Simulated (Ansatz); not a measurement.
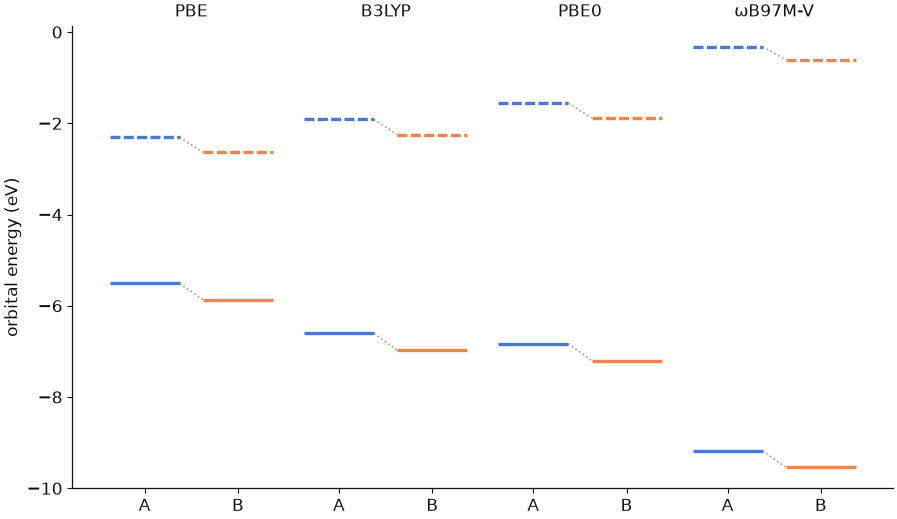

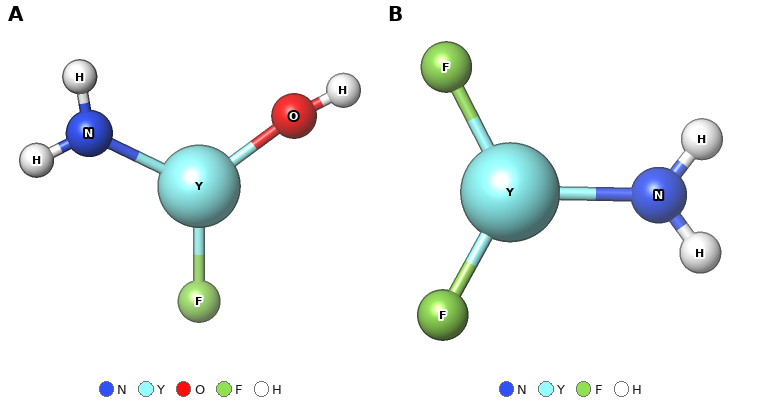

One change: A, YNH₃OF (SMILES [NH2][Y]([OH])[F]), becomes B, YNH₂F₂ (SMILES [NH2][Y]([F])[F]). OH on Y is replaced by F. HOMO (solid) and LUMO (dashed) computed in def2-TZVPP at PBE0-D4/def2-TZVP geometries, both minima by their frequencies, gas phase, the Ansatz code 0.2.0.

What does the change do to HOMO and LUMO?

PBE: the HOMO falls by 0.36 eV, the LUMO falls by 0.32 eV, and the separation goes from 3.20 to 3.23 eV. B3LYP: the HOMO falls by 0.37 eV, the LUMO falls by 0.34 eV, and the separation goes from 4.69 to 4.72 eV. PBE0: the HOMO falls by 0.37 eV, the LUMO falls by 0.32 eV, and the separation goes from 5.27 to 5.32 eV. ωB97M-V: the HOMO falls by 0.36 eV, the LUMO falls by 0.29 eV, and the separation goes from 8.86 to 8.93 eV.

Do the functionals agree on the effect?

They agree on the direction for both levels; the HOMO shift lies between −0.37 and −0.36 eV and the LUMO shift between −0.34 and −0.29 eV, while the separations themselves differ by up to 5.7 eV between functionals.

Caveats: core potentials past krypton.
